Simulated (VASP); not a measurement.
# MnBi2Te4: convergence with the number of MPI ranks and precision settings, part 2 of 3

A convergence test on MnBi2Te4: the number of MPI ranks and precision settings. The series runs use PBE. The start is a cell from a database of measured crystal structures.

VASP 6.6.1; PBE, spin-polarised from a ferromagnetic start (one magnetic atom a cell); plane waves and PAW (Mn_pv, Bi_d, Te).

Still holding for the runs below: The cell holds one magnetic atom, so no antiferromagnetic order fits into it. Experiment finds antiferromagnetic order in this phase (below 24.5 K, arxiv:2002.07390), so this ferromagnetic run describes another state. Spin-orbit coupling is off here; with elements this heavy it splits and shifts levels by tenths of an eV or more.

So far. Step 4 (Number of MPI ranks: 4 ranks): Against the first of the series the energy stays within 0.01 meV an atom and the pressure within 0.01 GPa, after 19 cycles in 78 s.

### 5. Number of MPI ranks: 8 ranks

File INCAR:

```
SYSTEM = MnBi2Te4
PREC = Accurate
ENCUT = 400
EDIFF = 1E-06
NELM = 100
ISMEAR = -1
SIGMA = 0.05
LREAL = .FALSE.
ALGO = Normal
GGA = PE
NBANDS = 48
ISPIN = 2
MAGMOM = 4 0 0 0 0 0 0
LASPH = .TRUE.
LMAXMIX = 4
LORBIT = 11
LWAVE = .FALSE.
LCHARG = .FALSE.
KPAR = 8
ISIF = 2
```

File POSCAR:

```
MnBi2Te4
1.0
   -4.3337000000      0.0000000000      0.0000000000
    2.1668500000     -3.7530942924      0.0000000000
    2.1668500000      1.2510314308     13.6367666667
Mn Bi Te
1 2 4
Direct
    0.0000000000      0.0000000000      0.0000000000
    0.8498000000      0.4249000000      0.2747000000
    0.1502000000      0.5751000000      0.7253000000
    0.2666000000      0.1333000000      0.3999000000
    0.7334000000      0.8667000000      0.6001000000
    0.5888000000      0.2944000000      0.8832000000
    0.4112000000      0.7056000000      0.1168000000
```

File KPOINTS:

```
Automatic mesh
0
Gamma
6 6 6
0 0 0
```

PAW data sets: Mn_pv, Bi_d and Te (PBE family, release 64).

Launch:

```console
mpirun -np 8 vasp_std
```

The program printed:

```text
[banner, memory and clock lines left out]
running    8 mpi-ranks, on    1 nodes
[...]
|                                                                             |
|           W    W    AA    RRRRR   N    N  II  N    N   GGGG   !!!           |
|           W    W   A  A   R    R  NN   N  II  NN   N  G    G  !!!           |
|           W    W  A    A  R    R  N N  N  II  N N  N  G       !!!           |
|           W WW W  AAAAAA  RRRRR   N  N N  II  N  N N  G  GGG   !            |
|           WW  WW  A    A  R   R   N   NN  II  N   NN  G    G                |
|           W    W  A    A  R    R  N    N  II  N    N   GGGG   !!!           |
|                                                                             |
|     For optimal performance we recommend to set                             |
|       NCORE = 2 up to number-of-cores-per-socket                            |
|     NCORE specifies how many cores store one orbital (NPAR=cpu/NCORE).      |
|     This setting can greatly improve the performance of VASP for DFT.       |
|     The default, NCORE=1 might be grossly inefficient on modern             |
|     multi-core architectures or massively parallel machines. Do your        |
|     Unfortunately you need to use the default for GW and RPA                |
|     calculations (for HF NCORE is supported but not extensively tested      |
|     yet).                                                                   |
|                                                                             |

 LDA part: xc-table for (Slater+PW92), standard interpolation
 POSCAR, INCAR and KPOINTS ok, starting setup
[...]
entering main loop
       N       E                     dE             d eps       ncg     rms          rms(c)
[... 5 cycles as in an earlier step ...]
DAV:   6    -0.314274069627E+02    0.24805E+00   -0.11777E+01  6720   0.212E+01    0.183E+01
[... 8 cycles as in an earlier step ...]
DAV:  15    -0.305771538334E+02   -0.12253E-03   -0.52029E-05  7256   0.350E-02    0.396E-02
DAV:  16    -0.305771900831E+02   -0.36250E-04   -0.16702E-05  6664   0.236E-02    0.223E-02
[... 2 cycles as in an earlier step ...]
DAV:  19    -0.305772061639E+02   -0.10408E-06   -0.13805E-07  4072   0.228E-03
   1 F= -.30577206E+02 E0= -.30577147E+02  d E =-.117880E-03  mag=     5.0004
```

Run time: 53 s. Hardware: 8 MPI ranks of Intel Xeon 6975P-C (Granite Rapids), shared host; peak memory 4.3 GiB; 6.5 min of CPU time.

OUTCAR, selected parts (step 5):

```text
  Total        1.2222738      1.2222738      1.1246338      0.0000000      0.0000000      0.0000000
  in kB        8.8291593      8.8291593      8.1238516      0.0000000      0.0000000      0.0000000
  external PRESSURE =       8.5940568 kB  Pullay stress =       0.0000000 kB

 POSITION                                       TOTAL-FORCE (eV/Angst)
 -----------------------------------------------------------------------------------
      0.00000      0.00000      0.00000         0.000000      0.000000      0.000000
     -2.16685     -1.25103      3.74602         0.000000      0.000000     -0.366349
      2.16685     -1.25103      9.89075        -0.000000     -0.000000      0.366349
      0.00000      0.00000      5.45334         0.000000     -0.000000      0.233995
     -0.00000     -2.50206      8.18342        -0.000000      0.000000     -0.233995
      0.00000     -0.00000     12.04399        -0.000000     -0.000000      0.285350
     -0.00000     -2.50206      1.59277         0.000000      0.000000     -0.285350
 -----------------------------------------------------------------------------------
    total drift:                               -0.000000     -0.000000     -0.000000

[... 5 parts as in an earlier step ...]

[... 1 further part left out ...]
[key lines of the parts left out:]
E-fermi :   6.4307
```

Against the first of the series the energy stays within 0.01 meV an atom and the pressure within 0.01 GPa, after 19 cycles in 53 s.

### 6. The number of MPI ranks series as a table

This step: convergence of PBE results with the layout; plane waves and PAW (VASP 6.6.1).

This step runs nothing: it gathers the runs above.

Differences are taken from the run with 1 ranks. Results of the series, by row:

```csv
setting,status,energy less the reference (meV/atom),pressure (GPa),largest force difference (meV/Å),gap (eV),moment (μB),SCF cycles,wall time (s)
1 ranks,converged,0,0.8594,0,0.4656,5,19,279
2 ranks,converged,0,0.8594,0,0.4656,5,19,143
4 ranks,converged,0,0.8594,0,0.4656,5,19,78
8 ranks,converged,0,0.8594,0,0.4656,5,19,53
```

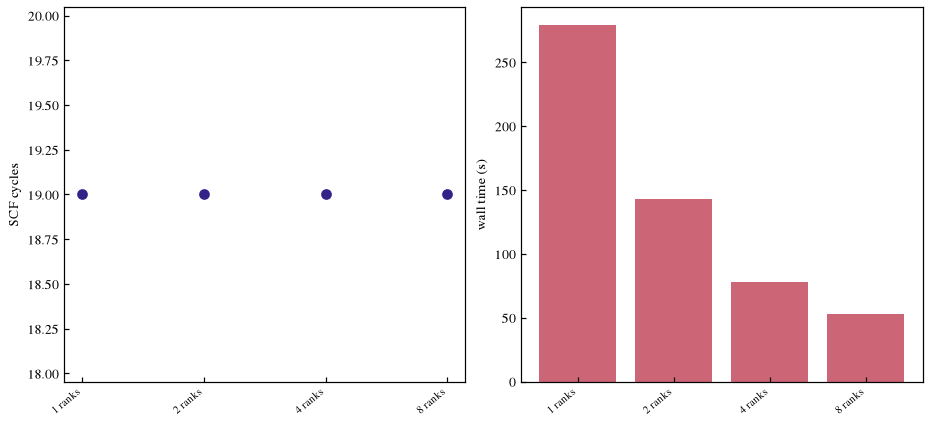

The SCF cycles and the wall time by setting.

### 7. Precision settings: PREC = Low

This step: PBE, spin-polarised from a ferromagnetic start (one magnetic atom a cell); plane waves and PAW (Mn_pv, Bi_d, Te) (VASP 6.6.1).

PREC sets the FFT grids, and LREAL, ADDGRID and LASPH trade speed for accuracy.

Edit INCAR of step 5 so:

```diff
@@ -1,3 +1,3 @@
 SYSTEM = MnBi2Te4
-PREC = Accurate
+PREC = Low
 ENCUT = 400
```

POSCAR is that of step 5.

KPOINTS is that of step 5.

Launch:

```console
mpirun -np 8 vasp_std
```

The program printed:

```text
[banner, memory and clock lines left out]
running    8 mpi-ranks, on    1 nodes
 distrk:  each k-point on    1 cores,    8 groups
 distr:  one band on    1 cores,    1 groups

 POSCAR found type information on POSCAR MnBiTe
 POSCAR found :  3 types and       7 ions
 [... a notice as in an earlier step ...]

 LDA part: xc-table for (Slater+PW92), standard interpolation
 POSCAR, INCAR and KPOINTS ok, starting setup
 FFT: planning ... GRIDC
 FFT: planning ... GRID_SOFT
 FFT: planning ... GRID
 WAVECAR not read
 entering main loop
       N       E                     dE             d eps       ncg     rms          rms(c)
DAV:   1     0.578969279862E+03    0.57897E+03   -0.26988E+04  6848   0.112E+03
DAV:   2     0.302725303941E+02   -0.54870E+03   -0.52540E+03  6376   0.329E+02
DAV:   3    -0.289577520208E+02   -0.59230E+02   -0.57270E+02  7608   0.124E+02
DAV:   4    -0.315663341443E+02   -0.26086E+01   -0.25959E+01  7136   0.277E+01
DAV:   5    -0.316808801483E+02   -0.11455E+00   -0.11453E+00  8640   0.575E+00    0.123E+01
DAV:   6    -0.314343497995E+02    0.24653E+00   -0.11771E+01  6720   0.212E+01    0.182E+01
DAV:   7    -0.305816797563E+02    0.85267E+00   -0.59490E+00  7120   0.185E+01    0.727E+00
DAV:   8    -0.306123630246E+02   -0.30683E-01   -0.53517E-01  6944   0.357E+00    0.375E+00
DAV:   9    -0.305590794858E+02    0.53284E-01   -0.22868E-01  7104   0.402E+00    0.127E+00
DAV:  10    -0.305838347110E+02   -0.24755E-01   -0.87411E-02  7192   0.125E+00    0.949E-01
DAV:  11    -0.305830755273E+02    0.75918E-03   -0.12662E-02  6944   0.832E-01    0.502E-01
DAV:  12    -0.305837591691E+02   -0.68364E-03   -0.45477E-03  7240   0.419E-01    0.203E-01
DAV:  13    -0.305846206332E+02   -0.86146E-03   -0.15588E-03  7544   0.177E-01    0.903E-02
DAV:  14    -0.305850325802E+02   -0.41195E-03   -0.26798E-04  6992   0.708E-02    0.545E-02
DAV:  15    -0.305851546064E+02   -0.12203E-03   -0.52033E-05  7248   0.350E-02    0.396E-02
DAV:  16    -0.305851906015E+02   -0.35995E-04   -0.16751E-05  6664   0.237E-02    0.222E-02
DAV:  17    -0.305852049213E+02   -0.14320E-04   -0.18616E-05  6872   0.216E-02    0.797E-03
DAV:  18    -0.305852059667E+02   -0.10454E-05   -0.29479E-06  6168   0.761E-03    0.704E-03
DAV:  19    -0.305852060595E+02   -0.92810E-07   -0.13757E-07  4064   0.227E-03
   1 F= -.30585206E+02 E0= -.30585147E+02  d E =-.117676E-03  mag=     5.0004
```

Run time: 39 s. Hardware: 8 MPI ranks; peak memory 3.2 GiB; 5 min of CPU time.

From OUTCAR (step 7):

```text
   NELECT =      67.0000    total number of electrons

 E-fermi :   6.4312

 spin component 1
 k-point     1 :       0.0000    0.0000    0.0000
  band No.  band energies     occupation
    ...
     32       5.3986      1.00000
     33       5.3988      1.00000
     34       5.8618      0.99999
     35       5.8619      0.99999
     36       6.1605      0.99556
     37       6.6721      0.00801
     38       7.5075      0.00000
     39       7.5075      0.00000
     40       7.5155      0.00000
     41       7.6335      0.00000
    ...

 k-point     2 :       0.1667    0.0000    0.0000
  band No.  band energies     occupation
    ...
     32       5.1883      1.00000
     33       5.2085      1.00000
     34       5.3958      1.00000
     35       5.8602      0.99999
     36       5.8889      0.99998
     37       6.9484      0.00003
     38       7.7005      0.00000
     39       7.7932      0.00000
     40       8.1025      0.00000
     41       8.1806      0.00000
    ...

  Total        1.2106454      1.2106454      1.2630953      0.0000000     -0.0000000      0.0000000
  in kB        8.7451612      8.7451612      9.1240353      0.0000000     -0.0000000      0.0000000
  external PRESSURE =       8.8714526 kB  Pullay stress =       0.0000000 kB

 POSITION                                       TOTAL-FORCE (eV/Angst)
 -----------------------------------------------------------------------------------
      0.00000      0.00000      0.00000         0.000000      0.000000      0.000000
     -2.16685     -1.25103      3.74602        -0.000000      0.000000     -0.359456
      2.16685     -1.25103      9.89075         0.000000     -0.000000      0.359456
      0.00000      0.00000      5.45334        -0.000000     -0.000000      0.233557
     -0.00000     -2.50206      8.18342         0.000000      0.000000     -0.233557
      0.00000     -0.00000     12.04399         0.000000     -0.000000      0.284464
     -0.00000     -2.50206      1.59277        -0.000000      0.000000     -0.284464
 -----------------------------------------------------------------------------------
    total drift:                                0.000000     -0.000000     -0.000000

  FREE ENERGIE OF THE ION-ELECTRON SYSTEM (eV)
  ---------------------------------------------------
  free  energy   TOTEN  =       -30.5852060595 eV

  energy  without entropy=      -30.5850883835  energy(sigma->0) =      -30.58514722

[... 8 parts as in an earlier step ...]

[... 15 further parts left out ...]
```

Numbers from this step:

```yaml
free_energy_toten: -30.59 eV
energy_at_zero_smearing: -30.59 eV
pressure: 0.8871 GPa
least_direct_gap_on_the_k_mesh_within_one_spin: 0.5116 eV
gap_on_the_k_mesh: 0.4660 eV
```

The series starts at -4.3693 eV an atom and 0.89 GPa, after 19 cycles in 39 s.

### 8. Precision settings: PREC = Medium

Edit INCAR of step 7 so:

```diff
@@ -1,3 +1,3 @@
 SYSTEM = MnBi2Te4
-PREC = Low
+PREC = Medium
 ENCUT = 400
```

POSCAR is that of step 7.

KPOINTS is that of step 7.

Launch:

```console
mpirun -np 8 vasp_std
```

The program printed:

```text
[... set-up lines as in an earlier step ...]
 entering main loop
       N       E                     dE             d eps       ncg     rms          rms(c)
DAV:   1     0.578973555412E+03    0.57897E+03   -0.26988E+04  6848   0.112E+03
DAV:   2     0.302762422137E+02   -0.54870E+03   -0.52540E+03  6376   0.329E+02
DAV:   3    -0.289538184884E+02   -0.59230E+02   -0.57270E+02  7608   0.124E+02
DAV:   4    -0.315624056880E+02   -0.26086E+01   -0.25959E+01  7136   0.277E+01
[...]
DAV:  17    -0.305793458239E+02   -0.14786E-04   -0.18734E-05  6872   0.216E-02    0.806E-03
DAV:  18    -0.305793469415E+02   -0.11176E-05   -0.29482E-06  6152   0.761E-03    0.707E-03
DAV:  19    -0.305793470440E+02   -0.10249E-06   -0.13790E-07  4072   0.227E-03
   1 F= -.30579347E+02 E0= -.30579288E+02  d E =-.117816E-03  mag=     5.0004
```

The job ended after 35 s (8 MPI ranks; peak memory 3.3 GiB).

OUTCAR, selected parts (step 8):

```text
  Total        1.2206029      1.2206029      1.1437278      0.0000000     -0.0000000      0.0000000
  in kB        8.8170899      8.8170899      8.2617782      0.0000000     -0.0000000      0.0000000
  external PRESSURE =       8.6319860 kB  Pullay stress =       0.0000000 kB

 POSITION                                       TOTAL-FORCE (eV/Angst)
 -----------------------------------------------------------------------------------
      0.00000      0.00000      0.00000         0.000000      0.000000      0.000000
     -2.16685     -1.25103      3.74602         0.000000      0.000000     -0.366432
      2.16685     -1.25103      9.89075        -0.000000     -0.000000      0.366432
      0.00000      0.00000      5.45334         0.000000     -0.000000      0.234300
     -0.00000     -2.50206      8.18342        -0.000000      0.000000     -0.234300
      0.00000     -0.00000     12.04399        -0.000000     -0.000000      0.285237
     -0.00000     -2.50206      1.59277        -0.000000      0.000000     -0.285237
 -----------------------------------------------------------------------------------
    total drift:                               -0.000000     -0.000000     -0.000000

  FREE ENERGIE OF THE ION-ELECTRON SYSTEM (eV)
  ---------------------------------------------------
  free  energy   TOTEN  =       -30.5793470440 eV

  energy  without entropy=      -30.5792292276  energy(sigma->0) =      -30.57928814

[... 3 parts as in an earlier step ...]

[... 1 further part left out ...]
[key lines of the parts left out:]
E-fermi :   6.4308
```

Against the first of the series the energy moves by +0.84 meV an atom and the pressure by -0.02 GPa, after 19 cycles in 35 s.

### 9. Precision settings: PREC = Normal

Edit INCAR of step 8 so:

```diff
@@ -1,3 +1,3 @@
 SYSTEM = MnBi2Te4
-PREC = Medium
+PREC = Normal
 ENCUT = 400
```

POSCAR is that of step 8.

KPOINTS is that of step 8.

Launch:

```console
mpirun -np 8 vasp_std
```

The program printed:

```text
[... set-up lines as in an earlier step ...]
 entering main loop
       N       E                     dE             d eps       ncg     rms          rms(c)
DAV:   1     0.578975274038E+03    0.57898E+03   -0.26988E+04  6848   0.112E+03
DAV:   2     0.302775470292E+02   -0.54870E+03   -0.52540E+03  6376   0.329E+02
DAV:   3    -0.289524619361E+02   -0.59230E+02   -0.57270E+02  7608   0.124E+02
DAV:   4    -0.315610505776E+02   -0.26086E+01   -0.25959E+01  7136   0.277E+01
[...]
DAV:  17    -0.305774334296E+02   -0.14845E-04   -0.18747E-05  6872   0.216E-02    0.807E-03
DAV:  18    -0.305774345617E+02   -0.11321E-05   -0.29490E-06  6152   0.761E-03    0.708E-03
DAV:  19    -0.305774346674E+02   -0.10570E-06   -0.13798E-07  4072   0.228E-03
   1 F= -.30577435E+02 E0= -.30577376E+02  d E =-.117870E-03  mag=     5.0004
```

The job ended after 36 s (8 MPI ranks; peak memory 3.9 GiB).

Parts of OUTCAR (step 9):

```text
  Total        1.2250516      1.2250516      1.1278042      0.0000000     -0.0000000      0.0000000
  in kB        8.8492249      8.8492249      8.1467533      0.0000000     -0.0000000      0.0000000
  external PRESSURE =       8.6150677 kB  Pullay stress =       0.0000000 kB

 POSITION                                       TOTAL-FORCE (eV/Angst)
 -----------------------------------------------------------------------------------
      0.00000      0.00000      0.00000         0.000000      0.000000      0.000000
     -2.16685     -1.25103      3.74602        -0.000000      0.000000     -0.366318
      2.16685     -1.25103      9.89075         0.000000     -0.000000      0.366318
      0.00000      0.00000      5.45334        -0.000000     -0.000000      0.233991
     -0.00000     -2.50206      8.18342         0.000000      0.000000     -0.233991
      0.00000     -0.00000     12.04399         0.000000     -0.000000      0.285143
     -0.00000     -2.50206      1.59277        -0.000000      0.000000     -0.285143
 -----------------------------------------------------------------------------------
    total drift:                               -0.000000     -0.000000     -0.000000

  FREE ENERGIE OF THE ION-ELECTRON SYSTEM (eV)
  ---------------------------------------------------
  free  energy   TOTEN  =       -30.5774346674 eV

  energy  without entropy=      -30.5773167970  energy(sigma->0) =      -30.57737573

[... 3 parts as in an earlier step ...]

[... 1 further part left out ...]
[key lines of the parts left out:]
E-fermi :   6.4307
```

Against the first of the series the energy moves by +1.11 meV an atom and the pressure by -0.03 GPa, after 19 cycles in 36 s.

### 10. Precision settings: PREC = Single

Edit INCAR of step 9 so:

```diff
@@ -1,3 +1,3 @@
 SYSTEM = MnBi2Te4
-PREC = Normal
+PREC = Single
 ENCUT = 400
```

POSCAR is that of step 9.

KPOINTS is that of step 9.

Launch:

```console
mpirun -np 8 vasp_std
```

The program printed:

```text
[... set-up lines as in an earlier step ...]
 entering main loop
       N       E                     dE             d eps       ncg     rms          rms(c)
DAV:   1     0.578969616765E+03    0.57897E+03   -0.26988E+04  6848   0.112E+03
DAV:   2     0.302733442281E+02   -0.54870E+03   -0.52540E+03  6376   0.329E+02
DAV:   3    -0.289567552491E+02   -0.59230E+02   -0.57270E+02  7608   0.124E+02
DAV:   4    -0.315653214129E+02   -0.26086E+01   -0.25959E+01  7136   0.277E+01
[...]
DAV:  17    -0.305839008778E+02   -0.14495E-04   -0.18681E-05  6872   0.216E-02    0.805E-03
DAV:  18    -0.305839019339E+02   -0.10561E-05   -0.29559E-06  6160   0.762E-03    0.707E-03
DAV:  19    -0.305839020264E+02   -0.92541E-07   -0.13800E-07  4064   0.227E-03
   1 F= -.30583902E+02 E0= -.30583843E+02  d E =-.117797E-03  mag=     5.0005
```

The job ended after 51 s (8 MPI ranks; peak memory 3.1 GiB; 6.6 min of CPU time).

Parts of OUTCAR (step 10):

```text
  Total        1.1854133      1.1854133      1.1430428      0.0000000      0.0000000      0.0000000
  in kB        8.5628953      8.5628953      8.2568303      0.0000000      0.0000000      0.0000000
  external PRESSURE =       8.4608737 kB  Pullay stress =       0.0000000 kB

 POSITION                                       TOTAL-FORCE (eV/Angst)
 -----------------------------------------------------------------------------------
      0.00000      0.00000      0.00000        -0.000000      0.000000      0.000000
     -2.16685     -1.25103      3.74602         0.000000      0.000000     -0.347974
      2.16685     -1.25103      9.89075        -0.000000     -0.000000      0.347974
      0.00000      0.00000      5.45334        -0.000000     -0.000000      0.234466
     -0.00000     -2.50206      8.18342        -0.000000      0.000000     -0.234466
      0.00000     -0.00000     12.04399         0.000000     -0.000000      0.283790
     -0.00000     -2.50206      1.59277        -0.000000      0.000000     -0.283790
 -----------------------------------------------------------------------------------
    total drift:                                0.000000     -0.000000     -0.000000

  FREE ENERGIE OF THE ION-ELECTRON SYSTEM (eV)
  ---------------------------------------------------
  free  energy   TOTEN  =       -30.5839020264 eV

  energy  without entropy=      -30.5837842297  energy(sigma->0) =      -30.58384313

 magnetization (x)
# of ion       s       p       d       tot
------------------------------------------
    1        0.046   0.029   4.168   4.244
    2        0.005   0.032   0.003   0.040
    3        0.005   0.032   0.003   0.040
    4        0.003   0.038   0.001   0.042
    5        0.003   0.038   0.001   0.042
    6        0.012   0.009   0.006   0.027
    7        0.012   0.009   0.006   0.027
--------------------------------------------------
tot          0.084   0.190   4.187   4.461

[... 2 parts as in an earlier step ...]

[... 1 further part left out ...]
[key lines of the parts left out:]
E-fermi :   6.4310
```

Against the first of the series the energy moves by +0.19 meV an atom and the pressure by -0.04 GPa, after 19 cycles in 51 s.

### 11. Precision settings: PREC = Accurate

Edit INCAR of step 10 so:

```diff
@@ -1,3 +1,3 @@
 SYSTEM = MnBi2Te4
-PREC = Single
+PREC = Accurate
 ENCUT = 400
```

POSCAR is that of step 10.

KPOINTS is that of step 10.

Launch:

```console
mpirun -np 8 vasp_std
```

The program printed:

```text
[... set-up lines as in an earlier step ...]
 entering main loop
       N       E                     dE             d eps       ncg     rms          rms(c)
[... 19 cycles as in an earlier step ...]
   1 F= -.30577206E+02 E0= -.30577147E+02  d E =-.117880E-03  mag=     5.0004
```

Wall time 55 s (8 MPI ranks); peak memory 4.2 GiB.

Parts of OUTCAR (step 11):

```text
[... 7 parts as in an earlier step ...]

[... 1 further part left out ...]
[key lines of the parts left out:]
E-fermi :   6.4307
```

Against the first of the series the energy moves by +1.14 meV an atom and the pressure by -0.03 GPa, after 19 cycles in 55 s.

(Part 2 of 3 ends here.)

[Lines on the potential files, build, host, timing and source positions are cut from VASP's logs without a mark.]

[Logs are printed without paths, hosts, clocks, repeated set-up lines and the standing remarks that a program may print on its own settings, such as how far it seeks lower states.]

[Hosts, paths, dates, database ids (printed as entryN), source tags and the programs' standing remarks are cut or masked in the printed files.]

[A measured line is paired with the nearest computed mode of its activity, which favours agreement.]
